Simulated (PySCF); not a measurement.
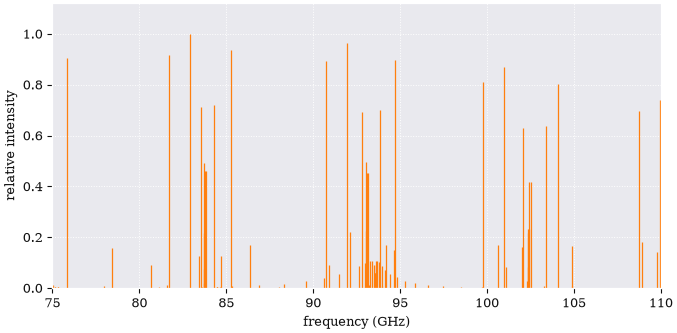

Simulated rotational absorption lines between 75 and 110 GHz at 12 K: rigid rotor with the equilibrium constants and dipole of one optimised conformer (PBE0-D3(BJ)/def2-SVP, PySCF 2.14.0), commonest isotopes; no centrifugal distortion, hyperfine structure, internal rotation or nuclear-spin weights; lines within 1 MHz of each other are summed.

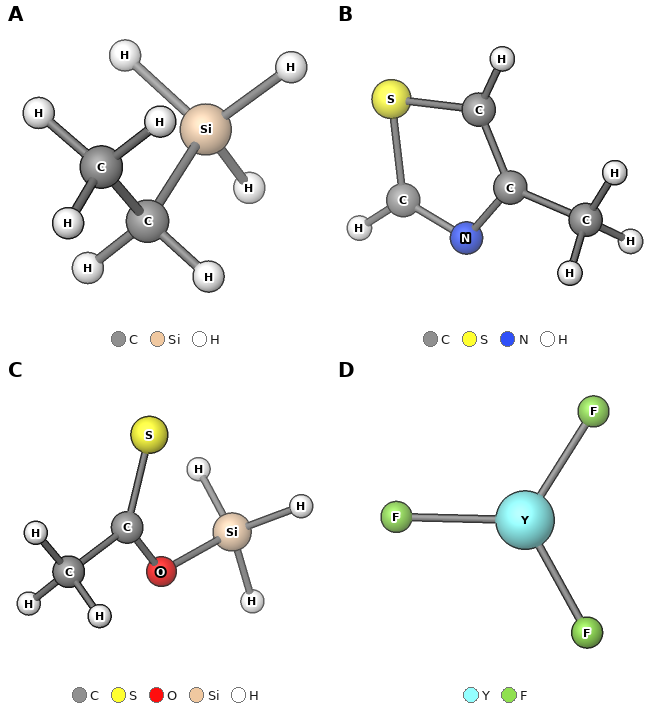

Which molecule gives this spectrum? The candidates are drawn in the second picture.

Structure A, C₂H₈Si, SMILES CC[SiH3]. Rotational constants A, B, C = 23.36, 4.850, 4.448 GHz, |μa|, |μb|, |μc| = 0.78, 0.36, 0.00 D.

Note: coarse grid, loose stop and no frequency check, small forces are noise and the end may be a saddle.
